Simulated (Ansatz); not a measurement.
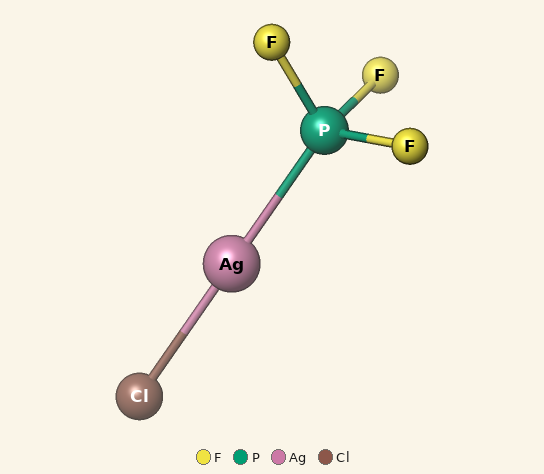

Depth is shown by fading: the farther an atom, the more it takes the colour of the background. Charge 0, singlet. Computed geometry: PBE0-D4/def2-TZVP optimisation.

List the symmetry elements and name the point group.

It has 1 C3 axis and 3 mirror planes, so the point group is C3v. The group has 6 operations. The geometry is achiral, and symmetry allows a dipole moment.
